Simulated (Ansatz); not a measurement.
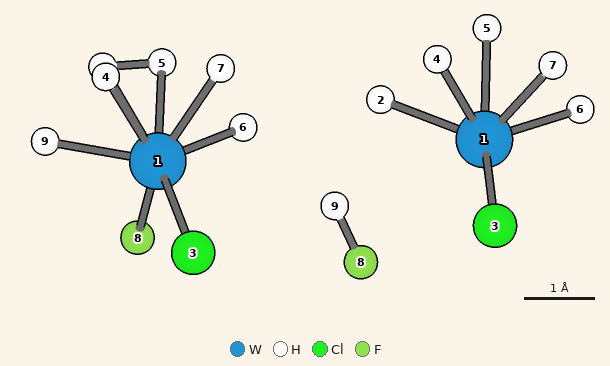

Two geometries of WH6ClF, drawn at one scale. One is the start of a relaxation, the other its converged end. The picture is a ball-and-stick view, seen from a free direction.

These are results of RKS PBE-D4/def2-SVP in Ansatz 0.2.0, not measurements. (no spin polarisation; force threshold 0.03 eV/Å; at most 50 steps)

Q: Which geometry has the lower energy?

A: The left one is the relaxed one. The run prepares an end point of a later path (reaction) calculation, from a guessed geometry. After 27 accepted moves (31 points after the start) the energy has fallen by 1.584 eV. Largest force component: 0.45 eV/Å at the start, 0.017 eV/Å at the end. The line search rejected the trial steps at points 17, 18, 27, 30 of the run. H9 moves most after the best rigid fit: 1.46 Å. By element the largest moves are H 1.46 Å, F 1.25 Å, W 0.45 Å, Cl 0.40 Å. Some distances before and after: F8–H9 0.939 → 2.267 Å, W1–F8 3.035 → 1.941 Å, W1–H9 2.760 → 1.695 Å, H2–H5 1.857 → 0.885 Å. New bonds form, among them: W1–F8 (3.03 → 1.94 Å), W1–H9 (2.76 → 1.70 Å). Bonds break, among them: F8–H9 (0.94 → 2.27 Å). Bond angles that change, for instance: H2–W1–H6 116.3° → 76.3°, H2–W1–H5 66.0° → 27.2°, H2–W1–H7 118.3° → 80.0°.
